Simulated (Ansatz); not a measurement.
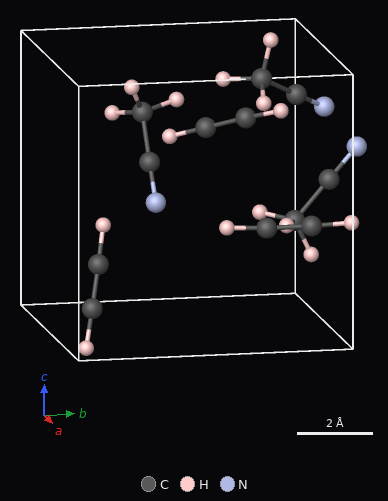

Starting frame of a dynamics run of a periodic cell with 3 C2H2 + 3 CH3CN at 0.788 g/cm³. The picture is a ball-and-stick view of the simulation cell, seen slightly off an axis.

Method: DFT PBE-D3(BJ), scalar-relativistic, plane waves, PAW in Ansatz 0.2.0.

The input:
```yaml
accuracy: low
crystal:
  lattice:
    - [7.511981, 0.0, 0.0]
    - [0.0, 7.511981, 0.0]
    - [0.0, 0.0, 7.511981]
  atoms:
    - { symbol: C, position: [0.13551386, 0.25378086, 0.16473662] }
    - { symbol: C, position: [0.18445448, 0.22095314, 0.01493628] }
    - { symbol: H, position: [0.22363978, 0.19088977, -0.11973337] }
    - { symbol: H, position: [0.08806295, 0.28122119, 0.29718278] }
    - { symbol: C, position: [0.47565724, 0.719367, 0.74797386] }
    - { symbol: C, position: [0.38918948, 0.59197434, 0.70037722] }
    - { symbol: H, position: [0.31637504, 0.47572515, 0.65865544] }
    - { symbol: H, position: [0.55835683, 0.83017543, 0.78568968] }
    - { symbol: C, position: [0.88062547, 0.87433347, 0.4295448] }
    - { symbol: C, position: [0.86299902, 0.71458834, 0.4251193] }
    - { symbol: H, position: [0.84948802, 0.57216834, 0.42944092] }
    - { symbol: H, position: [0.89701979, 1.01620025, 0.43877248] }
    - { symbol: C, position: [0.38671344, 0.91618132, 0.34787133] }
    - { symbol: C, position: [0.35952879, 1.04714207, 0.48651715] }
    - { symbol: "N", position: [0.33718148, 1.15309733, 0.59703094] }
    - { symbol: H, position: [0.36965498, 0.98021344, 0.21764389] }
    - { symbol: H, position: [0.52071133, 0.85916225, 0.35889993] }
    - { symbol: H, position: [0.287282, 0.81010387, 0.36233509] }
    - { symbol: C, position: [0.70547918, 0.29418688, 0.83359443] }
    - { symbol: C, position: [0.81103158, 0.29852775, 0.67263496] }
    - { symbol: "N", position: [0.89432382, 0.30388193, 0.54206607] }
    - { symbol: H, position: [0.65732595, 0.42868484, 0.86423052] }
    - { symbol: H, position: [0.58911221, 0.20880527, 0.81101631] }
    - { symbol: H, position: [0.78513806, 0.23903523, 0.94274384] }
    - { symbol: C, position: [1.02553339, 0.66197214, 1.0055439] }
    - { symbol: C, position: [0.93037155, 0.80857675, 0.92205418] }
    - { symbol: "N", position: [0.85172292, 0.92630196, 0.85683505] }
    - { symbol: H, position: [1.156939, 0.64188886, 0.94287054] }
    - { symbol: H, position: [1.04270174, 0.69132378, 1.14806174] }
    - { symbol: H, position: [0.94809333, 0.53777306, 0.99329072] }
basis:
  ecutwfc: 420.0
kpoints:
  mp_grid: { grid: [1, 1, 1] }
hamiltonian:
  xc: pbe
  dispersion: d3bj
scf:
  occupations: { method: fermi_dirac, width: 0.05 }
  lower_state_search: "off"
md:
  timestep: 0.5
  n_steps: 200
  ensemble: nvt_langevin
  temperature: 400.0
  initial_velocities: maxwell_boltzmann
  seed: 306402
  friction: 0.02
  masses: [{ species: H, mass: 2.014 }]
```

Run as
```bash
ansatz run input.yaml --threads 1 --pin off --max-ram 3072MiB --backend cpu --events-out ev --progress --plain --runs-dir out
```

Predict how the run goes.

Answer. The mean temperature in the second half is 330 K (standard deviation 34 K). The potential energy is still drifting at the end, so the run hasn't reached equilibrium. The potential energy in the second half lies on average 39.2 meV per atom above the first frame. Root-mean-square distances from the starting positions over the second half, with the common drift of all atoms taken out: H 0.51 Å, C 0.33 Å, N 0.31 Å. The heavy atoms stay within a fraction of a molecule's size of their starting places; so short a run doesn't tell a liquid from a solid.

Along the run (each row but the first and the last is the mean over the interval that it begins):

```csv
time (fs),potential energy (meV/atom),T (K)
0.0,0.0,387
10.0,18.2,284
20.0,21.0,289
30.0,30.5,309
40.0,32.8,366
50.0,36.3,316
60.0,33.8,319
70.0,38.0,322
80.0,37.6,375
90.0,49.7,320
100.0,50.3,287
```

The paths of the atoms:

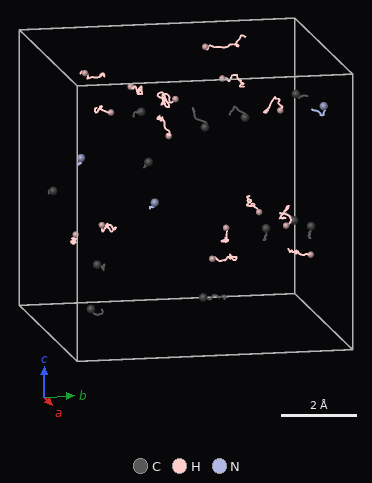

Limits of the set-up: the program's low-accuracy preset was used; masses were changed (H 2.014 u), which shifts the vibrations; the periodic images lie only 7.5 Å apart, so the values are limited by the cell's size.

The run took 18 min on 1 thread of AMD EPYC (Zen 3) (shared host), peak memory 0.47 GiB.
